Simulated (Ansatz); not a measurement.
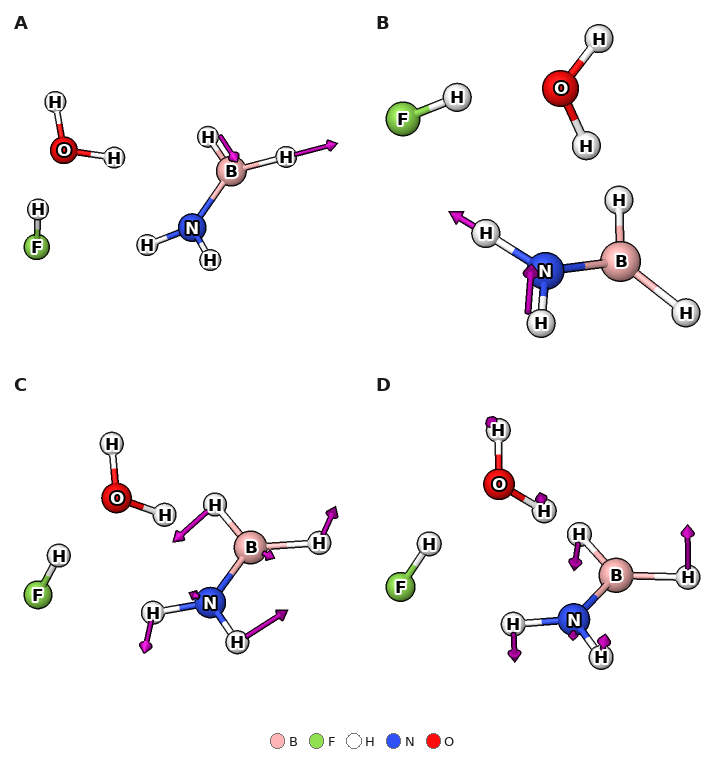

4 normal modes of one molecule or complex, as arrows. Harmonic vibrations computed with RKS PBE0-D4/def2-TZVP (Ansatz 0.2.0) at a stationary point of the same level.

> Match the panels to the wavenumbers 217 cm⁻¹, 1143 cm⁻¹, 2660 cm⁻¹, 3666 cm⁻¹.

A: 2660 cm⁻¹, out-of-phase stretching of 2 B–H bonds
B: 3666 cm⁻¹, out-of-phase stretching of 2 N–H bonds
C: 1143 cm⁻¹, angle bending
D: 217 cm⁻¹
